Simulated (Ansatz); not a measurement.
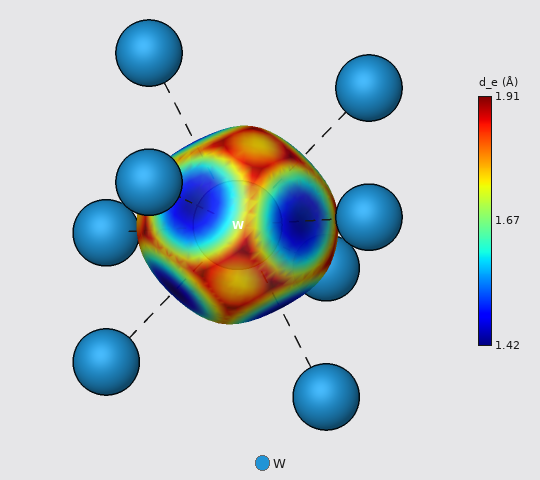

Hirshfeld surface computed for one W atom in W (Im-3m, No. 229), coloured by d_e. Dashed lines lead to the closest neighbours outside.

The surface is where the fragment's share of the procrystal density (the sum of the densities of spherically averaged neutral Hartree-Fock atoms) equals one half. d_i and d_e are the distances from the surface to the nearest nucleus inside and outside. From Rb on the atoms have core potentials, so only their outer electrons count.

Origin of the cell: the end point of a relaxation (final pressure about -3.7 GPa) with DFT, PAW plane waves, r2scan (Ansatz 0.2.0).

```cif
data_structure
_symmetry_space_group_name_H-M 'P 1'
_symmetry_Int_Tables_number 1
_cell_length_a 3.1814
_cell_length_b 3.1814
_cell_length_c 3.1814
_cell_angle_alpha 90.000
_cell_angle_beta 90.000
_cell_angle_gamma 90.000
_cell_volume 32.20
loop_
_atom_site_label
_atom_site_type_symbol
_atom_site_fract_x
_atom_site_fract_y
_atom_site_fract_z
_atom_site_occupancy
W1 W 0.00000 0.00000 0.00000 1
W2 W 0.50000 0.50000 0.50000 1
```

**What is the shortest distance from the fragment to an atom outside it?**

W–W, 2.76 Å.

**How is the surface shared among contacts (nearest atom inside ··· nearest atom outside)?**

W···W 100 %. The surface faces 14 neighbours with more than 2 % of its area each: 14 W.

**Give the size and shape of the surface.**

It encloses about 11.5 Å³, has an area of about 25 Å² and a globularity of 1.00 (1 for a sphere).
